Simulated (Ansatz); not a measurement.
# BrCl₃Sn (SMILES [Cl][Sn]([Cl])([Cl])[Br]): what the fields show

```yaml
atoms:
  - { symbol: Br, position_ang: [0.2228, 2.3526, -0.5585] }
  - { symbol: Cl, position_ang: [-1.0671, -0.2767, 2.0333] }
  - { symbol: Cl, position_ang: [2.1071, -1.0047, 0.1299] }
  - { symbol: Cl, position_ang: [-1.2217, -1.1170, -1.6407] }
  - { symbol: Sn, position_ang: [0.0088, -0.0278, -0.0053] }
```

Geometry: PBE0-D4/def2-SVP; core potentials replace the inner electrons of Sn.

Level of theory: isolated molecule in a Gaussian basis; Kohn-Sham density functional theory, functional PBE0 in Ansatz.

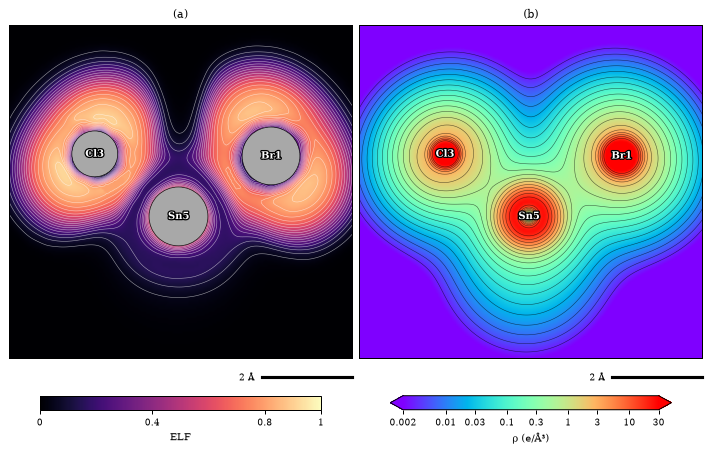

Figure 1. (a) ELF; (b) electron density on the plane of atoms Br1, Sn5 and Cl3. Grey discs cover the atomic cores in the ELF map.

### What do the fields say about this system?

- Atoms in the plane: Br, Cl and Sn.
- Sn–Cl (2.32 Å): the density is about 0.63 e/Å³ at the midpoint; the ELF peaks at about 0.80 in the valence shell of Cl, 0.9 Å from its nucleus, and drops to about 0.20 between the two atoms.
- Sn–Br (2.45 Å): ρ at the midpoint is about 0.58 e/Å³; the ELF peaks at about 0.75 in the valence shell of Br, 1.0 Å from its nucleus, and drops to about 0.20 between the two atoms.
- The ELF also peaks beside Br1 and Cl3, away from the bonds: lone-pair regions.

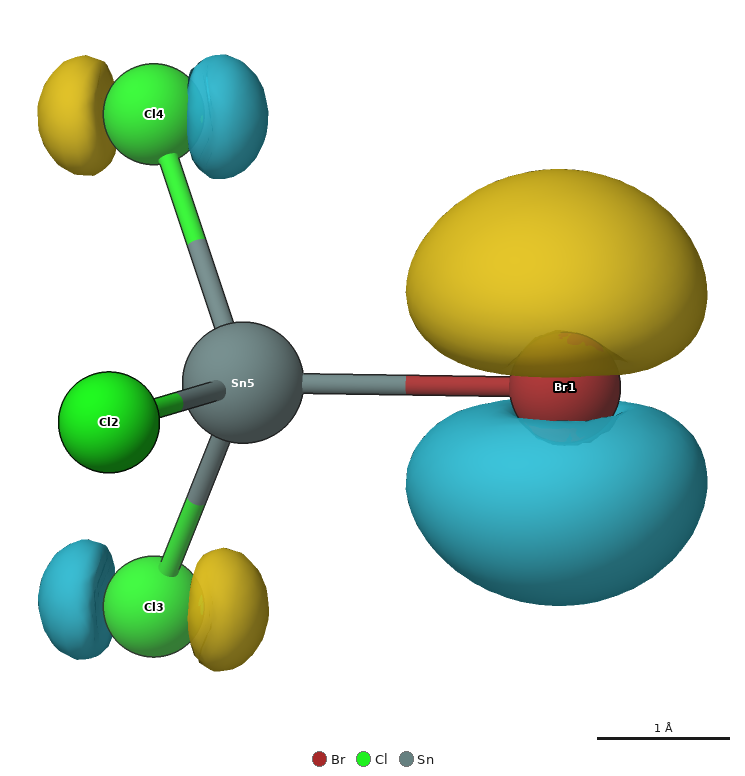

Figure 2. The HOMO at ±0.15 Å⁻³ᐟ² (yellow and cyan are the two phases), seen at a tilt.

### What is the character of this orbital?

By Hirshfeld shares it lies mainly on Br1 (about 80 %); largely a lone pair of Br1. It is one of a degenerate set, so its orientation is arbitrary. Its energy is −9.34 eV.

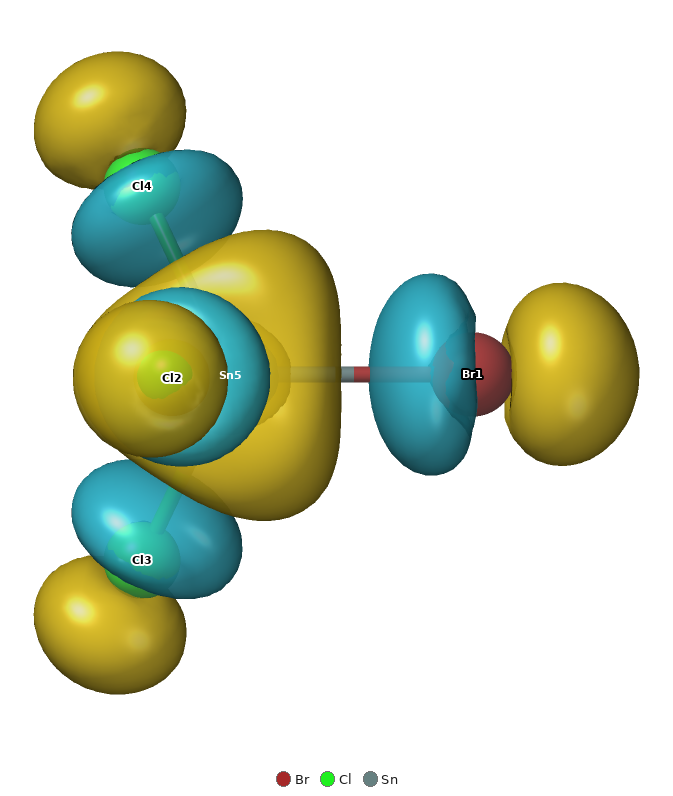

Figure 3. The LUMO at ±0.1 Å⁻³ᐟ² (yellow and cyan are the two phases), seen across its widest extent.

### Where does this orbital lie, and at what energy?

It lies mainly on Sn5 (about 35 %), Br1 (about 20 %), Cl2 (about 15 %), Cl3 (about 15 %) and Cl4 (about 15 %). Its energy is −3.59 eV.
